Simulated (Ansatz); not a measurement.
The calculation's input:

```
crystal:
  periodic: [false, false, false]
  atoms:
    - { symbol: Si, position_ang: [-1.110681, -0.136434, -0.168359] }
    - { symbol: F, position_ang: [1.534363, -1.350878, 0.482391] }
    - { symbol: F, position_ang: [-1.079259, -1.443349, -1.121028] }
    - { symbol: F, position_ang: [-0.989825, -0.586143, 1.38816] }
    - { symbol: F, position_ang: [-2.599974, 0.494777, -0.315688] }
    - { symbol: H, position_ang: [1.476042, -0.518596, 0.869154] }
    - { symbol: As, position_ang: [0.422944, 1.488959, -0.783348] }
    - { symbol: H, position_ang: [0.86077, 1.641101, 0.688971] }
    - { symbol: H, position_ang: [1.48572, 0.410462, -1.040255] }
basis:
  gaussian: { orbitals: def2-SVP }
hamiltonian:
  xc: pbe
  dispersion: d4
relax:
  f_tol: 0.03
  max_steps: 50
output:
  orbitals: {}
```

Run with:

```sh
ansatz run input.yaml --threads 4 --pin off --max-ram 5120MiB --backend cpu --events-out ev --progress --plain --runs-dir out
```

The fields are those of the run's last geometry, not of the input's.

Method: RKS PBE-D4/def2-SVP (Ansatz 0.2.0).

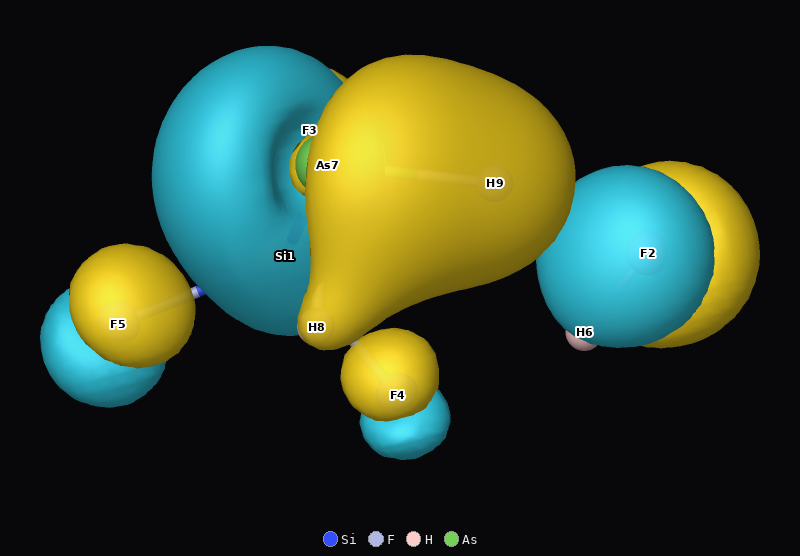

AsF₃H₂Si···HF. The HOMO−1 at ±0.1 Å⁻³ᐟ² (yellow and cyan are the two phases), seen from one side.

Where does this orbital lie, and at what energy?

By Hirshfeld shares it lies mainly on F2 (about 30 %), As7 (about 30 %), Si1 (about 10 %), H9 (about 10 %) and F5 (about 5 %). Its energy is −8.47 eV.
